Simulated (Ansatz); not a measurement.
C2H10B2Si (SMILES BCBC[SiH3])

```xyz
15

C    -0.1372   -0.3417   -2.1175
C    -1.2473   -0.0058    0.3533
B     1.3361   -0.7818   -1.8639
B    -0.5204    0.5596   -0.8945
Si    0.1862   -0.4509    1.5146
H     2.2150    0.0474   -1.7808
H     1.6369   -1.9493   -1.7546
H    -0.8207   -1.1825   -2.2978
H    -0.0800    0.3361   -2.9912
H    -0.1106    1.7024   -0.8650
H    -1.8231   -0.9275    0.1740
H    -1.8573    0.7297    0.9009
H    -0.2495   -1.4517    2.5344
H     0.7109    0.7653    2.2010
H     1.3121   -1.0590    0.7283
```

Geometry: PBE0-D3(BJ)/def2-SVP.

Level of theory: isolated molecule in a Gaussian basis; Kohn-Sham density functional theory, functional PBE0 (Ansatz 0.2.0).

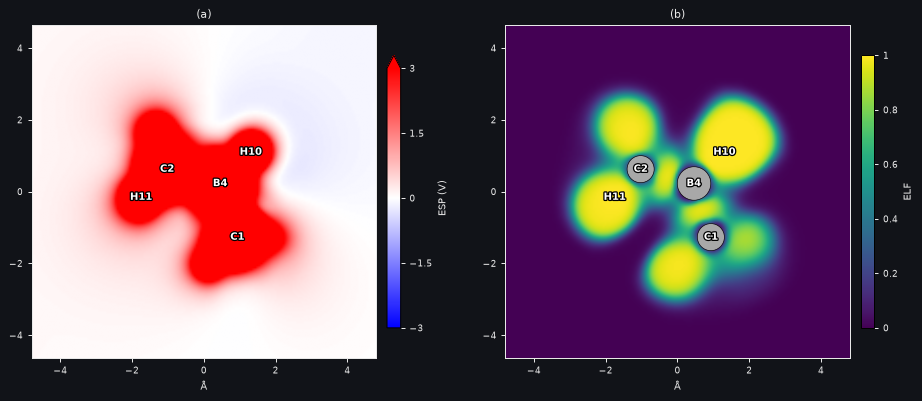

Figure 1. (a) molecular electrostatic potential; (b) ELF on the plane of atoms C1, B4 and H10. Grey discs cover the atomic cores in the ELF map.

Question: What do the fields say about this system?

Answer: The section cuts through C, B and H sites. C–B (1.55 Å): the ELF peaks at about 0.95 between the atoms: a covalent bond. C–H (1.10 Å): the ELF climbs to about 1 towards the hydrogen, as it does in any bond to H: a covalent bond by its length. B–H (1.21 Å): the ELF climbs to about 1 towards the hydrogen; an ordinary covalent bond to hydrogen. The potential has no marked negative region in this plane.

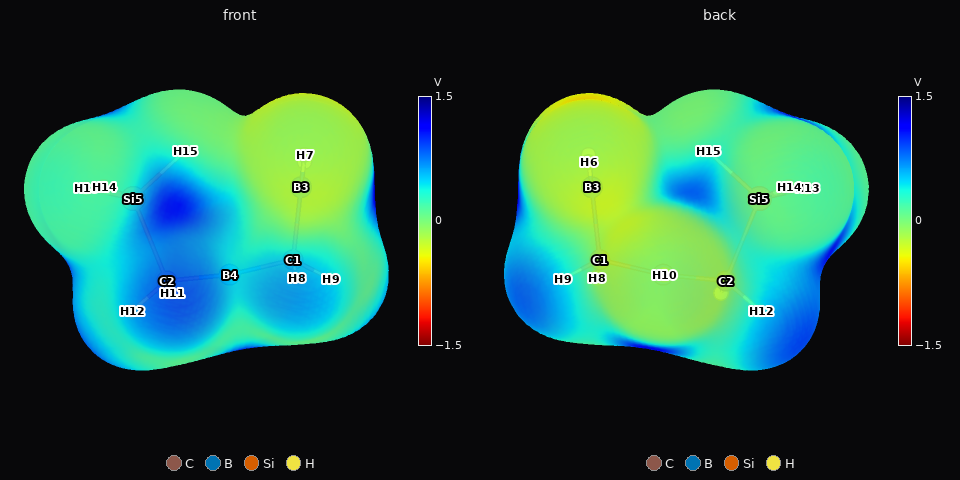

Figure 2. The electrostatic potential painted on the density surface at 0.002 e/bohr³, seen from the front and from behind; red is negative and blue positive.

Question: Which sites attract a positive test charge, and which a negative one?

Answer: A positive charge is drawn to the negative regions and a negative charge to the positive ones. The most negative region (about −0.5 V) lies over H7, the most positive (about +1.2 V) over B3 and B4.

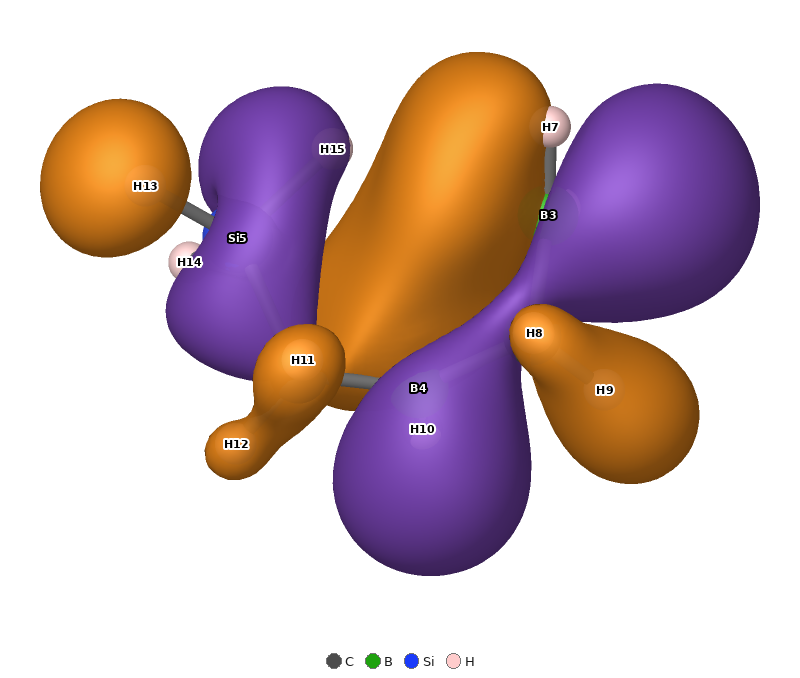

Figure 3. One frontier orbital at ±0.05 Å⁻³ᐟ² (orange and purple are the two phases), seen at a tilt.

Question: Which orbital is it: HOMO or LUMO?

Answer: The LUMO, at −1.62 eV. By Hirshfeld shares it lies mainly on B3 (about 35 %), B4 (about 20 %), C1 (about 10 %) and Si5 (about 10 %).

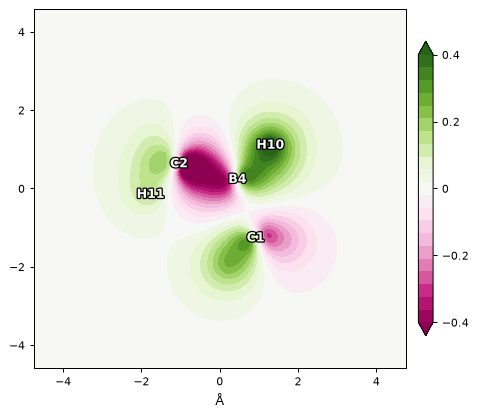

Figure 4. The HOMO−1 on the plane of atoms C1, B4 and H10 (values in Å⁻³ᐟ²; the overall sign is arbitrary).

Question: What is the character of this orbital?

Answer: By Hirshfeld shares it lies mainly on C2 (about 25 %), B4 (about 15 %), H10 (about 10 %), Si5 (about 10 %), C1 (about 10 %) and B3 (about 5 %). Its energy is −8.72 eV.
